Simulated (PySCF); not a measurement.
System: C₇H₄ClN, SMILES N#Cc1ccc(Cl)cc1.

Simulated rotational absorption lines between 18 and 26 GHz at 10 K: rigid rotor with the equilibrium constants and dipole of one optimised conformer (PBE0-D3(BJ)/def2-SVP, PySCF 2.14.0), commonest isotopes; no centrifugal distortion, hyperfine structure, internal rotation or nuclear-spin weights; lines within 1 MHz of each other are summed. Lines of different type are drawn apart.

> What are the rotational constants, and what kind of rotor is it?

Rotational constants A, B, C = 5.648, 0.6926, 0.6169 GHz; Ray's κ = −0.97, a near-prolate asymmetric top.

> Which dipole components drive the lines?

|μa|, |μb|, |μc| = 3.09, 0.01, 0.00 D; a-type lines carry 100 % of the intensity in this range.

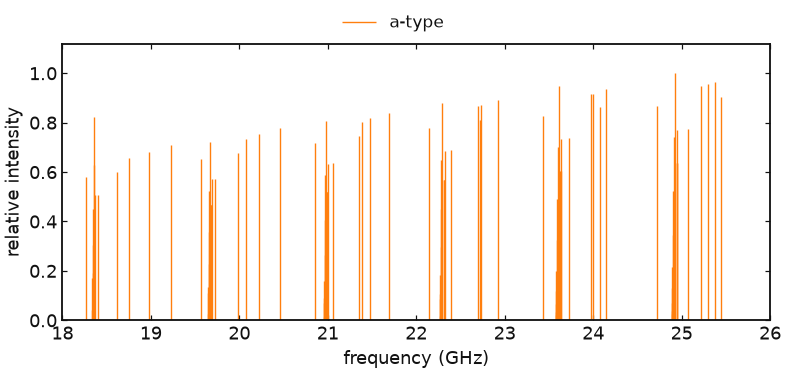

Note: coarse grid, loose stop and no frequency check, small forces are noise and the end may be a saddle.
